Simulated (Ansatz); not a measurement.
System LuGaAs₂ (space group R-3m, No. 166); source of the atomic positions: the input geometry of an electronic-structure calculation (not necessarily at equilibrium); the starting structure was generated, so it need not be a known form of this composition.

```cif
data_structure
_symmetry_space_group_name_H-M 'P 1'
_symmetry_Int_Tables_number 1
_cell_length_a 3.9005
_cell_length_b 3.9005
_cell_length_c 19.2682
_cell_angle_alpha 90.000
_cell_angle_beta 90.000
_cell_angle_gamma 120.000
_cell_volume 253.87
loop_
_atom_site_label
_atom_site_type_symbol
_atom_site_fract_x
_atom_site_fract_y
_atom_site_fract_z
_atom_site_occupancy
Ga1 Ga 0.00000 0.00000 0.00000 1
Lu1 Lu 0.66667 0.33333 0.83333 1
As1 As 0.33333 0.66667 0.92323 1
As2 As 0.00000 0.00000 0.74343 1
Ga2 Ga 0.66667 0.33333 0.33333 1
Lu2 Lu 0.33333 0.66667 0.16667 1
As3 As 0.00000 0.00000 0.25657 1
As4 As 0.66667 0.33333 0.07677 1
Ga3 Ga 0.33333 0.66667 0.66667 1
Lu3 Lu 0.00000 0.00000 0.50000 1
As5 As 0.66667 0.33333 0.58990 1
As6 As 0.33333 0.66667 0.41010 1
```

Describe how the polyhedra about Ga and Lu are linked (bonds: As–Ga below 3 Å and As–Lu below 3.2 Å).

Ga: GaAs6 octahedron, sharing edges with twelve neighbours and corners with six neighbours; Lu: LuAs6 octahedron, sharing corners with six neighbours and edges with twelve neighbours.

They form a three-dimensional framework of corner- and edge-sharing octahedra.

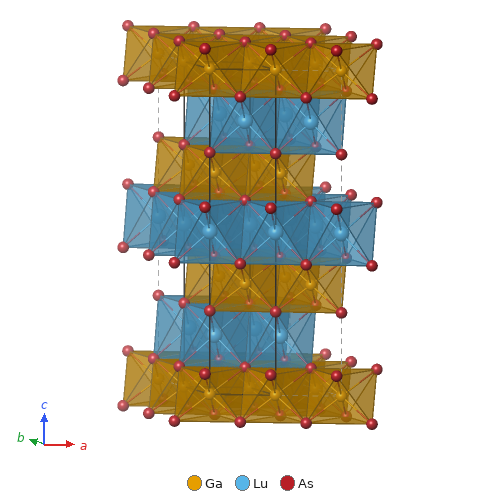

Polyhedra are drawn about Ga and Lu (bonds: As–Ga below 3 Å and As–Lu below 3.2 Å); other atoms are plain spheres.
